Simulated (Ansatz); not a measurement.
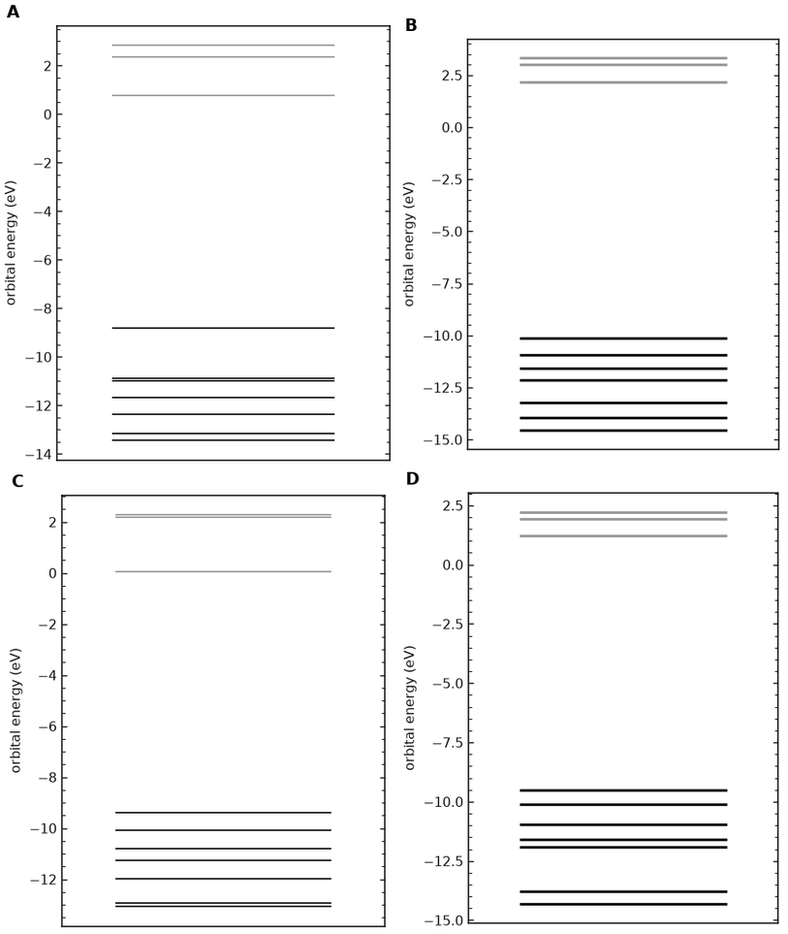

Kohn-Sham orbital energies near the frontier, ωB97X-V/def2-TZVPP, the Ansatz code, at a PBE0-D4/def2-TZVP geometry (no frequency check), isolated molecule; empty levels in grey, levels within 0.03 eV side by side.

Assign the panels.
1. C₂H₄BrNSi (enamine tautomer), SMILES Br[SiH2]C1=CN1
2. C₃H₇AlSi, SMILES [AlH2][C]1=C[SiH2]C1, singlet
3. C₂H₈BNO, SMILES BNCOC
4. CH₆OSSn, SMILES O[CH2][SnH2][SH], singlet

A: 1 (HOMO −8.80 eV, LUMO 0.78 eV)
B: 3 (HOMO −10.13 eV, LUMO 2.17 eV)
C: 2 (HOMO −9.41 eV, LUMO 0.06 eV)
D: 4 (HOMO −9.50 eV, LUMO 1.22 eV)

Limits of at least one run: core potentials past krypton; empty levels above zero depend strongly on the basis; no scalar relativity up to krypton; one conformer of a flexible molecule; spin-orbit coupling is left out, and with Br it can shift these levels and split any degenerate set; spin-orbit coupling is left out, and with Sn it can shift these levels and split any degenerate set.
